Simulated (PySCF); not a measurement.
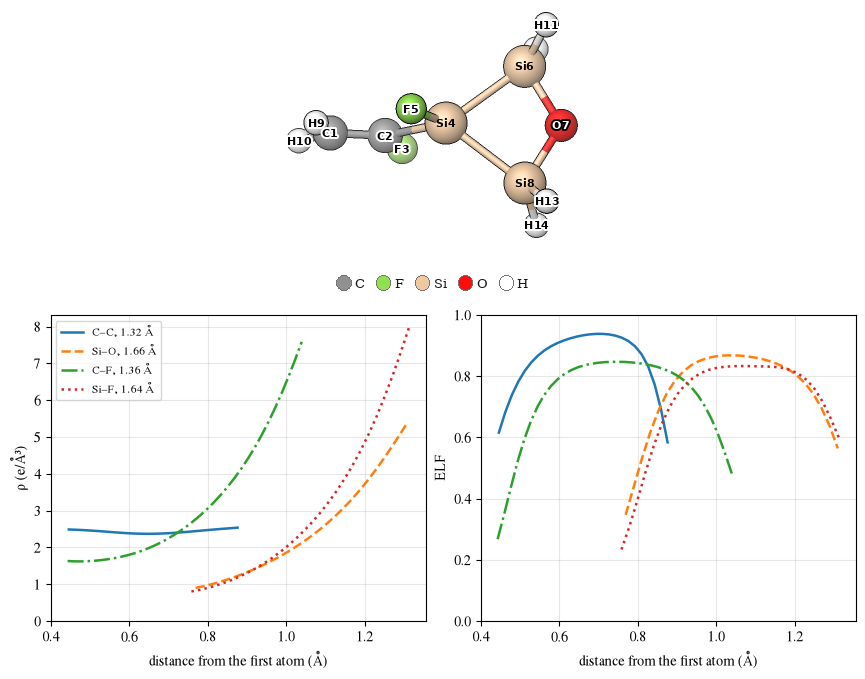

Figure 1: C$_{2}$H$_{6}$F$_{2}$OSi$_{3}$. Electron density and electron localisation function along straight lines between neighbouring atoms. The curves leave out the atomic cores. The structure is drawn too.

Geometry: GFN2-xTB.

Method: B3LYP/def2-SVPD, SCF density, gas phase in PySCF.

Input file:

```
{"job": {"kind": "uv", "xc": "B3LYP", "basis": "def2-SVPD", "nstates": 8, "ntriplets": 3}, "charge": 0, "multiplicity": 1}
C      2.913377    -0.557682     0.318049
C      1.610317    -0.781014     0.289646
F      1.159010    -2.036259     0.571267
Si     0.221609     0.447434    -0.099813
F      1.094780     1.808295    -0.375789
Si    -1.725614     0.650487     1.195402
O     -2.504313     0.258434    -0.221326
Si    -1.556766    -0.021239    -1.559198
H      3.287535     0.423767     0.099576
H      3.626772    -1.329602     0.554596
H     -2.236489     1.959120     1.594958
H     -2.083014    -0.375744     2.169262
H     -1.980769     0.943376    -2.570640
H     -1.827114    -1.389845    -1.988156
```

Launched as:

```sh
OMP_NUM_THREADS=1 python probes_run.py task.json out
```

Compare the contacts.

Answer. C–C (1.32 Å): ρ is about 2.4 e/Å³ halfway; the ELF peaks at about 0.95 between the atoms; a short, multiple covalent bond.
Si–O (1.66 Å): the density is about 1.1 e/Å³ at the midpoint; the ELF peaks at about 0.85 between the atoms: a shared but strongly polarised pair.
C–F (1.36 Å): ρ is about 2.1 e/Å³ halfway, with its minimum of 1.6 e/Å³ about 0.5 Å from C; the ELF peaks at about 0.85 between the atoms; a shared but strongly polarised pair.
Si–F (1.64 Å): ρ at the midpoint is about 0.96 e/Å³; the ELF peaks at about 0.85 in the valence shell of F, 0.6 Å from its nucleus, and is about 0.50 at the midpoint.
